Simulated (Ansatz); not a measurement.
# GeH₅ (doublet): HSE06, B2PLYP, RPA-PBE over a scan of the distance H1–H2 along a hydrogen transfer, cc-pVTZ

How well do these functionals follow the top wave-function level for GeH₅ (doublet) over a scan of the distance H1–H2 along a hydrogen transfer?

Method: cc-pVTZ, all electrons in the functionals, frozen cores in the correlation of double hybrids and RPA; program: Ansatz 0.2.0, Gaussian basis.

Plan: HSE06, B2PLYP, RPA-PBE, at 0.745 Å; 0.832 Å; 1.006 Å; 1.181 Å; 1.355 Å.

## 1. The geometry

The geometry derives from fragments relaxed apart (PBE0/def2-TZVP) and kept rigid, so it is no stationary point. A hydrogen atom is moved between rigid fragments. No spin-orbit coupling is included. The filled d shell of Ge may be among the frozen orbitals whatever the setting's name suggests; the logs give the count.

6 atoms, charge 0, spin multiplicity 2.

Atoms are counted from 1 here; the program's logs count them from 0.

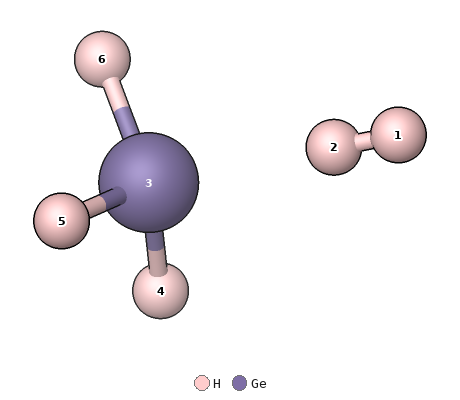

The geometry (hydrogen pink, germanium purple); atoms are numbered from 1 in the order of the file.

No dispersion term is added. HSE06 is the plane-wave form.

The geometry shown and the zero of energy belong to the point 0.745 Å. The yardstick, UCCSDT(Q), and other wave-function levels (R restricted, U unrestricted, valence and pair active spaces) come from earlier runs.

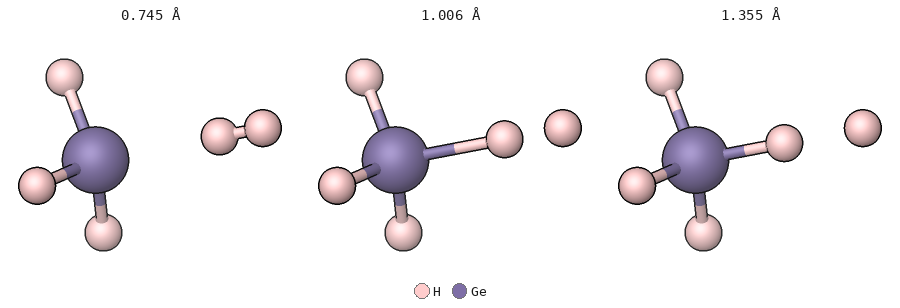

Three points of the scan; sticks are drawn by distance.

## 2. HSE06, 0.745 Å

Contents of in.yaml:

```yaml
crystal:
  periodic: [false, false, false]
  atoms:
    - {symbol: H, position_ang: [-2.838041, 0.000000, -0.000001]}
    - {symbol: H, position_ang: [-2.093041, 0.000000, -0.000001]}
    - {symbol: Ge, position_ang: [0.046959, 0.000000, 0.000000]}
    - {symbol: H, position_ang: [0.515627, -1.465915, 0.000000]}
    - {symbol: H, position_ang: [0.515628, 0.732957, -1.269519]}
    - {symbol: H, position_ang: [0.515627, 0.732957, 1.269520]}
basis:
  gaussian: {orbitals: cc-pVTZ}
magnetization: {spin_polarized: true, initial_magnetization: 1}
hamiltonian: {xc: {name: HSE06}}
```

On the command line:

```console
> ansatz run in.yaml --threads 2 --pin off --events-out ev --progress --plain --max-ram 16896MiB --backend cuda --devices 0, --max-vram 18GiB
```

The log of the run:

```text
Functional definition: HSE06
  name "HSE06"
  cite "Heyd, Scuseria & Ernzerhof, J. Chem. Phys. 118, 8207 (2003) doi:10.1063/1.1564060"
  cite "Krukau, Vydrov, Izmaylov & Scuseria, J. Chem. Phys. 125, 224106 (2006) doi:10.1063/1.2404663"
  cite "Heyd & Scuseria, J. Chem. Phys. 120, 7274 (2004) doi:10.1063/1.1668634"
  cite "Ernzerhof & Perdew, J. Chem. Phys. 109, 3313 (1998) doi:10.1063/1.476928"
  cite "Perdew, Burke & Ernzerhof, Phys. Rev. Lett. 77, 3865 (1996) doi:10.1103/PhysRevLett.77.3865"
  parent pbe
  parameter a = 0.25
  parameter omega = 0.11/bohr
  # The whole range is PBE's own exchange, as in plane waves. The composition of these papers is wPBEh.
  exchange = pbe_x - a*pbe_x_sr(omega) + a*exact_x_sr(omega)
  correlation = pbe_c
714 factors; their error is unknown
74 factors; integrals over basis functions are off by at most 3.0e-6 eV
mean field evaluation 1: about -56590.2610 eV, gradient 1.0e1 eV
mean field evaluation 2: about -56590.6477 eV, gradient 6.1e0 eV
mean field evaluation 4: about -56590.7269 eV, gradient 2.0e-1 eV
mean field evaluation 8: about -56590.9313 eV, gradient 2.8e-1 eV
mean field evaluation 16: about -56590.9315 eV, gradient 5.2e-5 eV
mean field -56590.93149274 eV, -2079.6783736470 hartree, gradient 5.2e-5 eV, S^2 0.753680; 0 other end points of the search recorded, 0 dependent functions left out
reference -56590.93153377 eV, -2079.6783751549 hartree; 19, 18 occupied and 94, 95 virtual orbitals, 714 factors
Total energy: -56590.93153377 eV, -2079.6783751549 hartree
```

Wall time 1.7 s (1 × H100 (card shared with other runs) with 2 threads of AMD EPYC 7R13, shared host); peak host memory 0.8 GiB.

From the report: ⟨S²⟩ of the determinant 0.754 (pure doublet: 0.75).

## 3. HSE06, 0.832 Å

Contents of in.yaml:

```yaml
crystal:
  periodic: [false, false, false]
  atoms:
    - {symbol: H, position_ang: [-2.839170, 0.000000, -0.000001]}
    - {symbol: H, position_ang: [-2.007170, 0.000000, -0.000001]}
    - {symbol: Ge, position_ang: [0.045830, 0.000000, 0.000000]}
    - {symbol: H, position_ang: [0.514498, -1.465915, 0.000000]}
    - {symbol: H, position_ang: [0.514499, 0.732957, -1.269519]}
    - {symbol: H, position_ang: [0.514498, 0.732957, 1.269520]}
basis:
  gaussian: {orbitals: cc-pVTZ}
magnetization: {spin_polarized: true, initial_magnetization: 1}
hamiltonian: {xc: {name: HSE06}}
```

Launched as before.

The log of the run, cut to the lines that bear on the results:

```text
Functional definition: HSE06
  name "HSE06"
  cite "Heyd, Scuseria & Ernzerhof, J. Chem. Phys. 118, 8207 (2003) doi:10.1063/1.1564060"
  cite "Krukau, Vydrov, Izmaylov & Scuseria, J. Chem. Phys. 125, 224106 (2006) doi:10.1063/1.2404663"
  cite "Heyd & Scuseria, J. Chem. Phys. 120, 7274 (2004) doi:10.1063/1.1668634"
  cite "Ernzerhof & Perdew, J. Chem. Phys. 109, 3313 (1998) doi:10.1063/1.476928"
  cite "Perdew, Burke & Ernzerhof, Phys. Rev. Lett. 77, 3865 (1996) doi:10.1103/PhysRevLett.77.3865"
  parent pbe
[...]
  # The whole range is PBE's own exchange, as in plane waves. The composition of these papers is wPBEh.
[...]
714 factors; their error is unknown
74 factors; integrals over basis functions are off by at most 3.0e-6 eV
[...]
mean field -56590.87808967 eV, -2079.6764111205 hartree, gradient 2.2e-5 eV, S^2 0.755128; 0 other end points of the search recorded, 0 dependent functions left out
reference -56590.87813020 eV, -2079.6764126101 hartree; 19, 18 occupied and 94, 95 virtual orbitals, 714 factors
Total energy: -56590.87813020 eV, -2079.6764126101 hartree
```

Wall time 2.1 s (1 × H100 (card shared with other runs) with 2 threads of AMD EPYC 7R13, shared host); peak host memory 0.81 GiB.

From the report: ⟨S²⟩ of the determinant 0.755 (pure doublet: 0.75).

From 0.745 Å: +0.053 eV.

## 4. HSE06, 1.006 Å

Contents of in.yaml:

```yaml
crystal:
  periodic: [false, false, false]
  atoms:
    - {symbol: H, position_ang: [-2.841428, 0.000000, -0.000001]}
    - {symbol: H, position_ang: [-1.835428, 0.000000, -0.000001]}
    - {symbol: Ge, position_ang: [0.043572, 0.000000, 0.000000]}
    - {symbol: H, position_ang: [0.512240, -1.465915, 0.000000]}
    - {symbol: H, position_ang: [0.512241, 0.732957, -1.269519]}
    - {symbol: H, position_ang: [0.512240, 0.732957, 1.269520]}
basis:
  gaussian: {orbitals: cc-pVTZ}
magnetization: {spin_polarized: true, initial_magnetization: 1}
hamiltonian: {xc: {name: HSE06}}
```

Same command.

The log of the run, cut to the lines that bear on the results:

```text
Functional definition: HSE06
  name "HSE06"
  cite "Heyd, Scuseria & Ernzerhof, J. Chem. Phys. 118, 8207 (2003) doi:10.1063/1.1564060"
  cite "Krukau, Vydrov, Izmaylov & Scuseria, J. Chem. Phys. 125, 224106 (2006) doi:10.1063/1.2404663"
  cite "Heyd & Scuseria, J. Chem. Phys. 120, 7274 (2004) doi:10.1063/1.1668634"
  cite "Ernzerhof & Perdew, J. Chem. Phys. 109, 3313 (1998) doi:10.1063/1.476928"
  cite "Perdew, Burke & Ernzerhof, Phys. Rev. Lett. 77, 3865 (1996) doi:10.1103/PhysRevLett.77.3865"
  parent pbe
[...]
  # The whole range is PBE's own exchange, as in plane waves. The composition of these papers is wPBEh.
[...]
714 factors; their error is unknown
74 factors; integrals over basis functions are off by at most 3.0e-6 eV
[...]
mean field -56590.56216336 eV, -2079.6648010428 hartree, gradient 3.3e-5 eV, S^2 0.760130; 0 other end points of the search recorded, 0 dependent functions left out
reference -56590.56220167 eV, -2079.6648024505 hartree; 19, 18 occupied and 94, 95 virtual orbitals, 714 factors
Total energy: -56590.56220167 eV, -2079.6648024505 hartree
```

Run time: 1.6 s. Hardware: 1 × H100 (card shared with other runs) with 2 threads of AMD EPYC 7R13, shared host; peak host memory 0.81 GiB.

From the report: ⟨S²⟩ of the determinant 0.760 (pure doublet: 0.75).

From 0.745 Å: +0.369 eV.

## 5. HSE06, 1.181 Å

Contents of in.yaml:

```yaml
crystal:
  periodic: [false, false, false]
  atoms:
    - {symbol: H, position_ang: [-2.843699, 0.000000, -0.000001]}
    - {symbol: H, position_ang: [-1.662699, 0.000000, -0.000001]}
    - {symbol: Ge, position_ang: [0.041301, 0.000000, 0.000000]}
    - {symbol: H, position_ang: [0.509970, -1.465915, 0.000000]}
    - {symbol: H, position_ang: [0.509970, 0.732957, -1.269519]}
    - {symbol: H, position_ang: [0.509969, 0.732957, 1.269520]}
basis:
  gaussian: {orbitals: cc-pVTZ}
magnetization: {spin_polarized: true, initial_magnetization: 1}
hamiltonian: {xc: {name: HSE06}}
```

The command is unchanged.

The log of the run, cut to the lines that bear on the results:

```text
Functional definition: HSE06
  name "HSE06"
  cite "Heyd, Scuseria & Ernzerhof, J. Chem. Phys. 118, 8207 (2003) doi:10.1063/1.1564060"
  cite "Krukau, Vydrov, Izmaylov & Scuseria, J. Chem. Phys. 125, 224106 (2006) doi:10.1063/1.2404663"
  cite "Heyd & Scuseria, J. Chem. Phys. 120, 7274 (2004) doi:10.1063/1.1668634"
  cite "Ernzerhof & Perdew, J. Chem. Phys. 109, 3313 (1998) doi:10.1063/1.476928"
  cite "Perdew, Burke & Ernzerhof, Phys. Rev. Lett. 77, 3865 (1996) doi:10.1103/PhysRevLett.77.3865"
  parent pbe
[...]
  # The whole range is PBE's own exchange, as in plane waves. The composition of these papers is wPBEh.
[...]
714 factors; their error is unknown
73 factors; integrals over basis functions are off by at most 3.0e-6 eV
[...]
mean field -56590.37650710 eV, -2079.6579783009 hartree, gradient 3.3e-5 eV, S^2 0.759792; 0 other end points of the search recorded, 0 dependent functions left out
reference -56590.37654477 eV, -2079.6579796853 hartree; 19, 18 occupied and 94, 95 virtual orbitals, 714 factors
Total energy: -56590.37654477 eV, -2079.6579796853 hartree
```

It took 1.9 s on 1 × H100 (card shared with other runs) with 2 threads of AMD EPYC 7R13, shared host; peak host memory 0.8 GiB.

From the report: ⟨S²⟩ of the determinant 0.760 (pure doublet: 0.75).

From 0.745 Å: +0.555 eV.

## 6. HSE06, 1.355 Å

Contents of in.yaml:

```yaml
crystal:
  periodic: [false, false, false]
  atoms:
    - {symbol: H, position_ang: [-2.845957, 0.000000, -0.000001]}
    - {symbol: H, position_ang: [-1.490957, 0.000000, 0.000000]}
    - {symbol: Ge, position_ang: [0.039043, 0.000000, 0.000000]}
    - {symbol: H, position_ang: [0.507712, -1.465915, 0.000000]}
    - {symbol: H, position_ang: [0.507712, 0.732957, -1.269519]}
    - {symbol: H, position_ang: [0.507712, 0.732957, 1.269520]}
basis:
  gaussian: {orbitals: cc-pVTZ}
magnetization: {spin_polarized: true, initial_magnetization: 1}
hamiltonian: {xc: {name: HSE06}}
```

The command is unchanged.

The log of the run, cut to the lines that bear on the results:

```text
Functional definition: HSE06
  name "HSE06"
  cite "Heyd, Scuseria & Ernzerhof, J. Chem. Phys. 118, 8207 (2003) doi:10.1063/1.1564060"
  cite "Krukau, Vydrov, Izmaylov & Scuseria, J. Chem. Phys. 125, 224106 (2006) doi:10.1063/1.2404663"
  cite "Heyd & Scuseria, J. Chem. Phys. 120, 7274 (2004) doi:10.1063/1.1668634"
  cite "Ernzerhof & Perdew, J. Chem. Phys. 109, 3313 (1998) doi:10.1063/1.476928"
  cite "Perdew, Burke & Ernzerhof, Phys. Rev. Lett. 77, 3865 (1996) doi:10.1103/PhysRevLett.77.3865"
  parent pbe
[...]
  # The whole range is PBE's own exchange, as in plane waves. The composition of these papers is wPBEh.
[...]
714 factors; their error is unknown
74 factors; integrals over basis functions are off by at most 3.0e-6 eV
[...]
mean field -56590.28778494 eV, -2079.6547178219 hartree, gradient 3.0e-5 eV, S^2 0.754653; 0 other end points of the search recorded, 0 dependent functions left out
reference -56590.28782245 eV, -2079.6547192004 hartree; 19, 18 occupied and 94, 95 virtual orbitals, 714 factors
Total energy: -56590.28782245 eV, -2079.6547192004 hartree
```

Wall time 2 s (1 × H100 (card shared with other runs) with 2 threads of AMD EPYC 7R13, shared host); peak host memory 0.81 GiB.

From the report: ⟨S²⟩ of the determinant 0.755 (pure doublet: 0.75).

From 0.745 Å: +0.644 eV.

## 7. B2PLYP, 0.745 Å

Contents of in.yaml:

```yaml
crystal:
  periodic: [false, false, false]
  atoms:
    - {symbol: H, position_ang: [-2.838041, 0.000000, -0.000001]}
    - {symbol: H, position_ang: [-2.093041, 0.000000, -0.000001]}
    - {symbol: Ge, position_ang: [0.046959, 0.000000, 0.000000]}
    - {symbol: H, position_ang: [0.515627, -1.465915, 0.000000]}
    - {symbol: H, position_ang: [0.515628, 0.732957, -1.269519]}
    - {symbol: H, position_ang: [0.515627, 0.732957, 1.269520]}
basis:
  gaussian: {orbitals: cc-pVTZ}
magnetization: {spin_polarized: true, initial_magnetization: 1}
hamiltonian: {xc: {name: B2PLYP}}
correlation: {electrons: outside_noble_gas}
```

Launched as before.

The log of the run, cut to the lines that bear on the results:

```text
Functional definition: B2PLYP
  name "B2PLYP"
  cite "Grimme, J. Chem. Phys. 124, 034108 (2006) doi:10.1063/1.2148954"
  cite "Becke, Phys. Rev. A 38, 3098 (1988) doi:10.1103/PhysRevA.38.3098"
  cite "Lee, Yang & Parr, Phys. Rev. B 37, 785 (1988) doi:10.1103/PhysRevB.37.785"
[...]
649 factors; integrals over basis functions are off by at most 1.2e-3 eV
[...]
mean field -56585.39949359 eV, -2079.4750764281 hartree, gradient 7.7e-6 eV, S^2 0.755092; 0 other end points of the search recorded, 0 dependent functions left out
14 core orbitals not correlated: weight in the atoms' cores, before any rotation towards them, 0.999 or more for the frozen orbitals, at most 0.001 for the correlated occupied ones
reference -56585.39964769 eV, -2079.4750820913 hartree; 5, 4 occupied and 94, 95 virtual orbitals, 649 factors
second order -5.01547627 eV of doubles, -0.00000000 eV of singles
Total energy: -56586.75382629 eV, -2079.5248472367 hartree
```

Run time: 1.9 s. Hardware: 1 × H100 (card shared with other runs) with 2 threads of AMD EPYC 7R13, shared host; peak host memory 0.8 GiB.

From the report: ⟨S²⟩ of the determinant 0.755 (pure doublet: 0.75).

## 8. B2PLYP, 0.832 Å

Contents of in.yaml:

```yaml
crystal:
  periodic: [false, false, false]
  atoms:
    - {symbol: H, position_ang: [-2.839170, 0.000000, -0.000001]}
    - {symbol: H, position_ang: [-2.007170, 0.000000, -0.000001]}
    - {symbol: Ge, position_ang: [0.045830, 0.000000, 0.000000]}
    - {symbol: H, position_ang: [0.514498, -1.465915, 0.000000]}
    - {symbol: H, position_ang: [0.514499, 0.732957, -1.269519]}
    - {symbol: H, position_ang: [0.514498, 0.732957, 1.269520]}
basis:
  gaussian: {orbitals: cc-pVTZ}
magnetization: {spin_polarized: true, initial_magnetization: 1}
hamiltonian: {xc: {name: B2PLYP}}
correlation: {electrons: outside_noble_gas}
```

Same command.

The log of the run, cut to the lines that bear on the results:

```text
Functional definition: B2PLYP
  name "B2PLYP"
  cite "Grimme, J. Chem. Phys. 124, 034108 (2006) doi:10.1063/1.2148954"
  cite "Becke, Phys. Rev. A 38, 3098 (1988) doi:10.1103/PhysRevA.38.3098"
  cite "Lee, Yang & Parr, Phys. Rev. B 37, 785 (1988) doi:10.1103/PhysRevB.37.785"
[...]
652 factors; integrals over basis functions are off by at most 1.4e-3 eV
[...]
mean field -56585.30241896 eV, -2079.4715090012 hartree, gradient 1.5e-6 eV, S^2 0.758094; 0 other end points of the search recorded, 0 dependent functions left out
14 core orbitals not correlated: weight in the atoms' cores, before any rotation towards them, 0.999 or more for the frozen orbitals, at most 0.001 for the correlated occupied ones
reference -56585.30257074 eV, -2079.4715145790 hartree; 5, 4 occupied and 94, 95 virtual orbitals, 652 factors
second order -5.06025095 eV of doubles, -0.00000000 eV of singles
Total energy: -56586.66883849 eV, -2079.5217239929 hartree
```

Wall time 3.7 s (1 × H100 (card shared with other runs) with 2 threads of AMD EPYC 7R13, shared host); peak host memory 0.79 GiB.

From the report: ⟨S²⟩ of the determinant 0.758 (pure doublet: 0.75).

From 0.745 Å: +0.085 eV.

## 9. B2PLYP, 1.006 Å

Contents of in.yaml:

```yaml
crystal:
  periodic: [false, false, false]
  atoms:
    - {symbol: H, position_ang: [-2.841428, 0.000000, -0.000001]}
    - {symbol: H, position_ang: [-1.835428, 0.000000, -0.000001]}
    - {symbol: Ge, position_ang: [0.043572, 0.000000, 0.000000]}
    - {symbol: H, position_ang: [0.512240, -1.465915, 0.000000]}
    - {symbol: H, position_ang: [0.512241, 0.732957, -1.269519]}
    - {symbol: H, position_ang: [0.512240, 0.732957, 1.269520]}
basis:
  gaussian: {orbitals: cc-pVTZ}
magnetization: {spin_polarized: true, initial_magnetization: 1}
hamiltonian: {xc: {name: B2PLYP}}
correlation: {electrons: outside_noble_gas}
```

The command is unchanged.

The log of the run, cut to the lines that bear on the results:

```text
Functional definition: B2PLYP
  name "B2PLYP"
  cite "Grimme, J. Chem. Phys. 124, 034108 (2006) doi:10.1063/1.2148954"
  cite "Becke, Phys. Rev. A 38, 3098 (1988) doi:10.1103/PhysRevA.38.3098"
  cite "Lee, Yang & Parr, Phys. Rev. B 37, 785 (1988) doi:10.1103/PhysRevB.37.785"
[...]
655 factors; integrals over basis functions are off by at most 9.2e-4 eV
[...]
mean field -56584.93353327 eV, -2079.4579527020 hartree, gradient 3.5e-6 eV, S^2 0.768252; 0 other end points of the search recorded, 0 dependent functions left out
14 core orbitals not correlated: weight in the atoms' cores, before any rotation towards them, 0.999 or more for the frozen orbitals, at most 0.001 for the correlated occupied ones
reference -56584.93367816 eV, -2079.4579580267 hartree; 5, 4 occupied and 94, 95 virtual orbitals, 655 factors
second order -5.08833142 eV of doubles, -0.00000000 eV of singles
Total energy: -56586.30752764 eV, -2079.5084460639 hartree
```

Run time: 1.9 s. Hardware: 1 × H100 (card shared with other runs) with 2 threads of AMD EPYC 7R13, shared host; peak host memory 0.8 GiB.

From the report: ⟨S²⟩ of the determinant 0.768 (pure doublet: 0.75).

From 0.745 Å: +0.446 eV.

## 10. B2PLYP, 1.181 Å

Contents of in.yaml:

```yaml
crystal:
  periodic: [false, false, false]
  atoms:
    - {symbol: H, position_ang: [-2.843699, 0.000000, -0.000001]}
    - {symbol: H, position_ang: [-1.662699, 0.000000, -0.000001]}
    - {symbol: Ge, position_ang: [0.041301, 0.000000, 0.000000]}
    - {symbol: H, position_ang: [0.509970, -1.465915, 0.000000]}
    - {symbol: H, position_ang: [0.509970, 0.732957, -1.269519]}
    - {symbol: H, position_ang: [0.509969, 0.732957, 1.269520]}
basis:
  gaussian: {orbitals: cc-pVTZ}
magnetization: {spin_polarized: true, initial_magnetization: 1}
hamiltonian: {xc: {name: B2PLYP}}
correlation: {electrons: outside_noble_gas}
```

Same command.

The log of the run, cut to the lines that bear on the results:

```text
Functional definition: B2PLYP
  name "B2PLYP"
  cite "Grimme, J. Chem. Phys. 124, 034108 (2006) doi:10.1063/1.2148954"
  cite "Becke, Phys. Rev. A 38, 3098 (1988) doi:10.1103/PhysRevA.38.3098"
  cite "Lee, Yang & Parr, Phys. Rev. B 37, 785 (1988) doi:10.1103/PhysRevB.37.785"
[...]
653 factors; integrals over basis functions are off by at most 1.1e-3 eV
[...]
mean field -56584.77757460 eV, -2079.4522213269 hartree, gradient 6.6e-6 eV, S^2 0.765962; 0 other end points of the search recorded, 0 dependent functions left out
14 core orbitals not correlated: weight in the atoms' cores, before any rotation towards them, 0.999 or more for the frozen orbitals, at most 0.001 for the correlated occupied ones
reference -56584.77771909 eV, -2079.4522266365 hartree; 5, 4 occupied and 94, 95 virtual orbitals, 653 factors
second order -4.99815999 eV of doubles, -0.00000000 eV of singles
Total energy: -56586.12722228 eV, -2079.5018199642 hartree
```

Run time: 2.7 s. Hardware: 1 × H100 (card shared with other runs) with 2 threads of AMD EPYC 7R13, shared host; peak host memory 0.8 GiB.

From the report: ⟨S²⟩ of the determinant 0.766 (pure doublet: 0.75).

From 0.745 Å: +0.627 eV.

## 11. B2PLYP, 1.355 Å

Contents of in.yaml:

```yaml
crystal:
  periodic: [false, false, false]
  atoms:
    - {symbol: H, position_ang: [-2.845957, 0.000000, -0.000001]}
    - {symbol: H, position_ang: [-1.490957, 0.000000, 0.000000]}
    - {symbol: Ge, position_ang: [0.039043, 0.000000, 0.000000]}
    - {symbol: H, position_ang: [0.507712, -1.465915, 0.000000]}
    - {symbol: H, position_ang: [0.507712, 0.732957, -1.269519]}
    - {symbol: H, position_ang: [0.507712, 0.732957, 1.269520]}
basis:
  gaussian: {orbitals: cc-pVTZ}
magnetization: {spin_polarized: true, initial_magnetization: 1}
hamiltonian: {xc: {name: B2PLYP}}
correlation: {electrons: outside_noble_gas}
```

Launched as before.

The log of the run, cut to the lines that bear on the results:

```text
Functional definition: B2PLYP
  name "B2PLYP"
  cite "Grimme, J. Chem. Phys. 124, 034108 (2006) doi:10.1063/1.2148954"
  cite "Becke, Phys. Rev. A 38, 3098 (1988) doi:10.1103/PhysRevA.38.3098"
  cite "Lee, Yang & Parr, Phys. Rev. B 37, 785 (1988) doi:10.1103/PhysRevB.37.785"
[...]
649 factors; integrals over basis functions are off by at most 1.7e-3 eV
[...]
mean field -56584.75635793 eV, -2079.4514416285 hartree, gradient 9.8e-6 eV, S^2 0.756575; 0 other end points of the search recorded, 0 dependent functions left out
14 core orbitals not correlated: weight in the atoms' cores, before any rotation towards them, 0.999 or more for the frozen orbitals, at most 0.001 for the correlated occupied ones
reference -56584.75650215 eV, -2079.4514469286 hartree; 5, 4 occupied and 94, 95 virtual orbitals, 649 factors
second order -4.86790122 eV of doubles, -0.00000000 eV of singles
Total energy: -56586.07083548 eV, -2079.4997477876 hartree
```

It took 1.9 s on 1 × H100 (card shared with other runs) with 2 threads of AMD EPYC 7R13, shared host; peak host memory 0.8 GiB.

From the report: ⟨S²⟩ of the determinant 0.757 (pure doublet: 0.75).

From 0.745 Å: +0.683 eV.

(Part 1 of 2 ends here.)
